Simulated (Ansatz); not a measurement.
Input

```
crystal:
  lattice:
    - [0.0, 0.0, -5.117037215]
    - [3.3483027074, 5.7994304083, 0.0]
    - [3.170688641, -5.6968848792, 0.0]
  atoms:
    - { symbol: "Y", position: [0.0039299771, 0.1484843096, 0.2969686192] }
    - { symbol: Al, position: [0.0007706821, 0.1621061363, 0.8295675487] }
    - { symbol: Al, position: [0.0131082904, 0.6618980593, 0.3237961186] }
    - { symbol: Al, position: [0.0007706821, 0.6674614124, 0.8295675487] }
    - { symbol: "Y", position: [0.5039299771, 0.3515156904, 0.7030313808] }
    - { symbol: Al, position: [0.5007706821, 0.3378938637, 0.1704324513] }
    - { symbol: Al, position: [0.5131082904, 0.8381019407, 0.6762038814] }
    - { symbol: Al, position: [0.5007706821, 0.8325385876, 0.1704324513] }
    - { symbol: "N", position: [0.5516559621, 0.1590015455, 0.3180030909] }
    - { symbol: "N", position: [0.6391512686, 0.1462858975, 0.858823037] }
    - { symbol: "N", position: [0.631461869, 0.6679975667, 0.3359951335] }
    - { symbol: "N", position: [0.6391512686, 0.7125371395, 0.858823037] }
    - { symbol: "N", position: [0.0516559621, 0.3409984545, 0.6819969091] }
    - { symbol: "N", position: [0.1391512686, 0.3537141025, 0.141176963] }
    - { symbol: "N", position: [0.131461869, 0.8320024333, 0.6640048665] }
    - { symbol: "N", position: [0.1391512686, 0.7874628605, 0.141176963] }
basis:
  ecutwfc: 420
kpoints:
  mp_grid: { grid: [6, 4, 4] }
hamiltonian:
  xc: pbesol
scf:
  occupations: { method: gaussian, width: 0.02 }
output:
  forces: true
  stress: true
  eigenvalues: true
  write_density: true
  write_potential: true
  elf: true
  volumetric_format: npy
relax:
  adjacent_minimum: "off"
  f_tol: 0.005
  max_steps: 80
  cell: { stress_tol: 0.05 }
```

Launched as:

```sh
ansatz run input.yaml --threads 4 --pin off --max-ram 10240MiB --backend cpu --events-out ev --progress --plain --runs-dir out
```

Below, planes, directions and counts refer to the conventional cell (a = 6.70 Å, b = 11.19 Å, c = 5.12 Å, α = 90.00°, β = 90.00°, γ = 90.00°).

The fields are those of the relaxed geometry.

Space group Cmc2₁; a generated structure, not necessarily the stable one.

All numbers below come from Ansatz 0.2.0, DFT PBEsol, scalar-relativistic, plane waves, PAW.

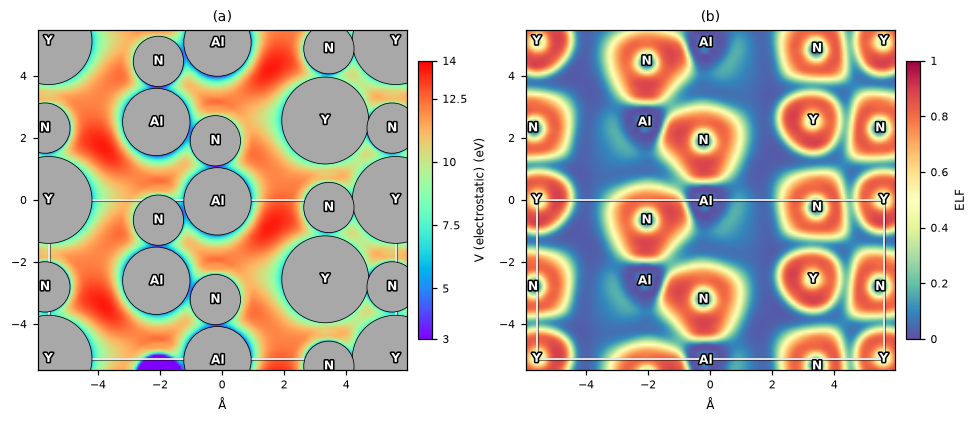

YAl3N4. (a) electrostatic potential energy of an electron; (b) electron localisation function on the (100) plane of the conventional cell. Grey discs cover the atomic cores in the potential map.

Core electrons are frozen (PAW), and the valence fields are smoothed inside the atomic spheres.

### Interpret the plot.

The plane passes through Y, Al and N nuclei.
Y–N (2.17 Å): the ELF peaks at about 0.85 in the valence shell of N, 0.7 Å from its nucleus, and drops to about 0.25 between the two atoms: a closed-shell, largely ionic contact.
Al–N (1.95 Å): the ELF peaks at about 0.90 between the atoms, as expected for a polar covalent bond.
Al–N (2.00 Å): the ELF peaks at about 0.90 between the atoms: a polar covalent bond.
Y–N (2.32 Å): the ELF peaks at about 0.80 in the valence shell of N, 0.6 Å from its nucleus, and drops to about 0.15 between the two atoms (an ionic contact with no shared pair).
The features right at Y lie inside the PAW spheres, where the map follows smoothed inner orbitals and isn't to be read closely.
Outside the cores the potential energy rises away from the atoms and is highest about 1.6 Å from the nearest atoms; its zero is arbitrary.
